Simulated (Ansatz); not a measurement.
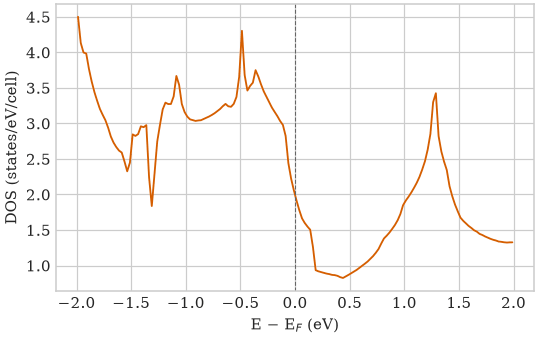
Density of states of PdAl (P2_13) near the Fermi level, Ansatz (an electronic-structure program) with PBEsol, rigid bands.

**Question.** With 8 atoms a cell, what bare Sommerfeld coefficient γ = (π²/3) k_B² N(E_F) follows?

**Answer.** N(E_F) ≈ 2.0 states/eV a cell at 300 K, so γ ≈ 0.60 mJ/(mol of atoms·K²), before many-body enhancement (phonons, spin fluctuations, correlation).

**Question.** How far does the Fermi level move in a rigid band for 0.1 electron a cell added or removed?

**Answer.** 53 meV and -46 meV.

A metal at this level (no band gap); rigid bands, thermally averaged at 300 K, both spins. Spin-orbit coupling is left out. Geometry: cell and atoms relaxed with PBEsol.
